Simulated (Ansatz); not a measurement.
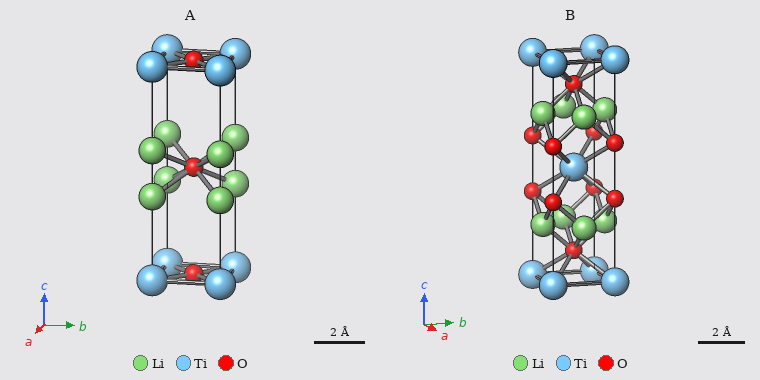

Two structures of Li$_{2}$TiO$_{2}$, each relaxed to rest (conventional cells in solid outline, small ones repeated, not to one scale). Method: DFT PBE, scalar-relativistic, plane waves, PAW (Ansatz), with collinear spins.

### What are the two structures?

A: 5 atoms a cell on a primitive tetragonal lattice, P4/mmm. B: ThCr₂Si₂ type, I4/mmm.

### Compare their energies: which is lower?

B is lower, by 153 meV/atom at this level of theory (energies at zero smearing). Volumes: A 13.7, B 8.1 Å³/atom.

One or both may be structure types tried for this composition rather than known phases.
